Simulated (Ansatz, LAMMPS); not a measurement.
## Glassy 47SiO2-40B2O3-7CaO-7Na2O (mol %) (112 atoms): a reference run and its variants

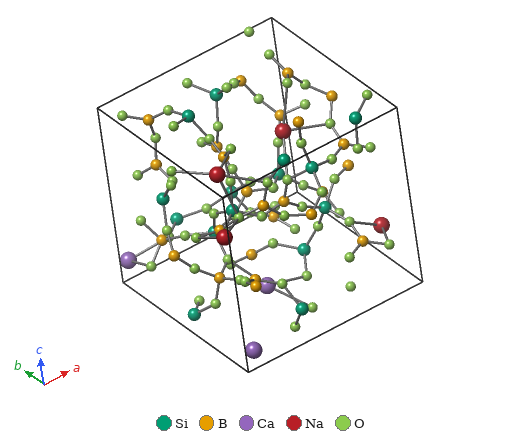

The cell (silicon teal, boron orange, calcium purple, sodium red, oxygen green). Bonds to atoms that aren't drawn are left out. Some periodic images of atoms are drawn too.

Density of this cell: 2.35 g/cm³. The cell holds 112 atoms: 14 Si, 24 B, 2 Ca, 4 Na and 68 O. Cell: a = 11.050 Å, b = 11.050 Å, c = 11.050 Å, α = 90.0°, β = 90.0°, γ = 90.0°. 112 atoms (14 Si, 24 B, 2 Ca, 4 Na, 68 O) placed at random at 2.17 g/cm³, melted at 3000 K for 20 ps at fixed volume with the Buckingham and Coulomb pair potential of Guillot and Sator (Geochim. Cosmochim. Acta 71, 1249 (2007)) with the boron terms of Wang et al. (J. Non-Cryst. Solids 498, 294 (2018)). Quenched from 3000 K to 300 K at 20 K/ps and fixed volume, held 10 ps at zero pressure, then minimised at fixed cell.

Geometry: as built.

Reference run: Kohn-Sham DFT, PBE, PAW (set soft_2), plane waves (Ansatz 0.2.0), cutoff 750 eV, Γ point, fermi-dirac smearing of 0.025 eV.

* r.m.s. force component: 0.8177 eV/Å
* gap (highest filled to lowest empty level): 3.351 eV
* SCF cycles: 9
* time: 28 s on 4 threads of Arm Neoverse V2, shared host

**Question.** The same geometry is run again with each of these changes. How far do the results move, and how long does each run take?
- support functions medium
- support functions low
- support functions medium, radius 3.45 Å
- support functions medium, radius 3.74 Å

Each row is set against the run with plane waves at 750 eV (Kohn-Sham DFT, PBE, PAW (set soft_2), plane waves; r.m.s. force component 0.818 eV/Å). Energies are set beside the reference only for runs with its functional, potentials and electron count. Times are for 4 threads of Arm Neoverse V2, shared host.

```csv
run,"Δ force, r.m.s. (meV/Å)",share of r.m.s. force (%),Δ energy (meV/atom),Δ gap (eV),cycles,time,host memory (GiB)
reference,-,-,-,-,9,28 s,3.7
support functions medium,0.335,0.041,-0.872,-4.0e-4,14,3.1 min,5.3
support functions low,0.518,0.0634,-0.845,-0.0013,12,1.8 min,3.7
"support functions medium, radius 3.45 Å",0.38,0.0464,-0.872,-4.0e-4,14,2.9 min,5.1
"support functions medium, radius 3.74 Å",0.273,0.0333,-0.872,-3.0e-4,14,3.5 min,5.6
```

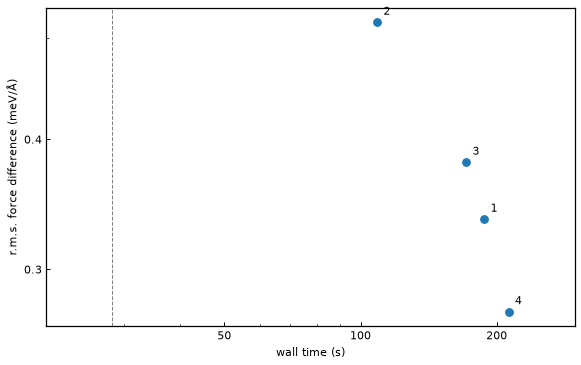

Force difference from the reference against wall time; the dashed line marks the reference's time. Points: 1 support functions medium; 2 support functions low; 3 support functions medium, radius 3.45 Å; 4 support functions medium, radius 3.74 Å.

Among numerical settings the force difference runs from 0.27 meV/Å (support functions medium, radius 3.74 Å) to 0.52 meV/Å (support functions low). At 112 atoms the fastest of the runs at a preset level, support functions low, takes 3.8 times the time of plane waves, in 12 SCF cycles against 9. Differences between support functions and plane waves include what basis error the plane-wave run still has. 

[Logs are printed without paths, hosts, clocks, repeated set-up lines and the standing remarks that a program may print on its own settings, such as how far it seeks lower states.]

[Hosts, paths, dates, database ids (printed as entryN), source tags and the programs' standing remarks are cut or masked in the printed files.]
